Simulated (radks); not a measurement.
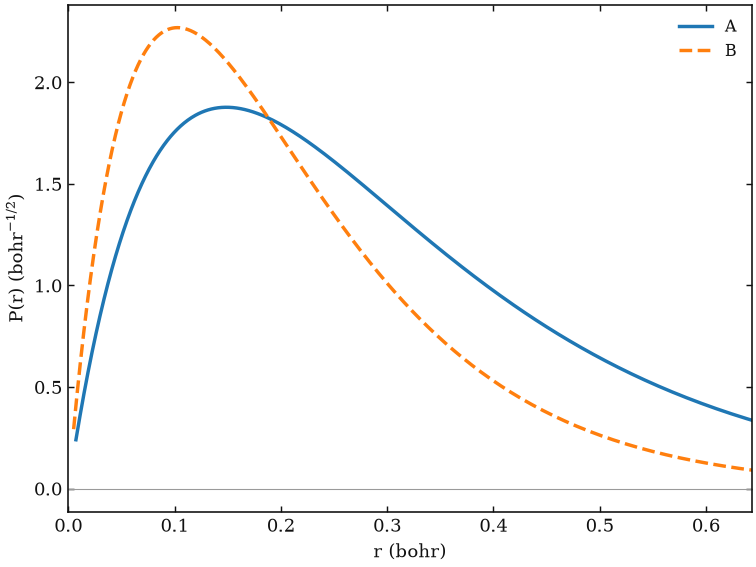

Two nuclei with the same 3 electrons, [He] 2s1 (high spin), were computed: Ne⁷⁺; N⁴⁺. All numbers are computed, not measured: scalar-relativistic Kohn-Sham, LDA (Slater exchange, Perdew-Wang correlation), spin-polarised, spherical densities, finite nucleus (the in-house radial solver radks).

The plot shows P(r) = r R(r) of the 1s up orbital in both runs (large components where relativistic).

### Which curve belongs to which run?

A is N⁴⁺ (⟨r⟩ = 0.230 bohr, eigenvalue −476.9 eV); B is Ne⁷⁺ (⟨r⟩ = 0.157 bohr, eigenvalue −1083 eV). The larger nuclear charge pulls the orbital in.
